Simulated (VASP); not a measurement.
Band structure of CdTe (zinc blende). All values below come from PBE GGA, VASP's PBE PAW potentials (set 64) (plane waves; VASP 6.6.1).

Unless said otherwise, spin-orbit coupling is left out, though it shifts the bands of the heavy elements here.

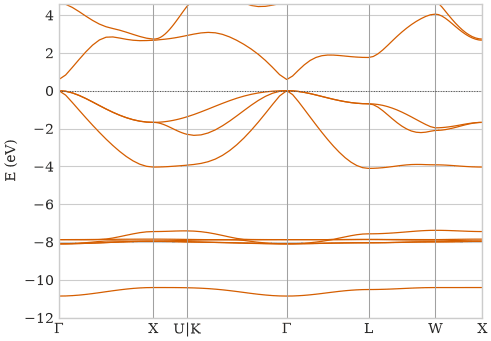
Figure. Bands along high-symmetry lines, zero at the valence-band maximum or, without a gap, the Fermi level

Task: Read the plot: is there a gap, and where are the band edges?

Result: The gap is direct, 0.59 eV, from the valence maximum at Γ to the conduction minimum at Γ. (Edges off the drawn lines would not show.)

Measured: gap 1.63 eV (computed value off by -1.04 eV), as given by Anna Miglio et al., npj Computational Materials (2020), arXiv:2011.12765 [zero-point renormalisation of 16 meV (experimental, the table's column) added back].

The compound is CdTe in the zinc blende structure. It was relaxed first, which changed the volume by +6 %.
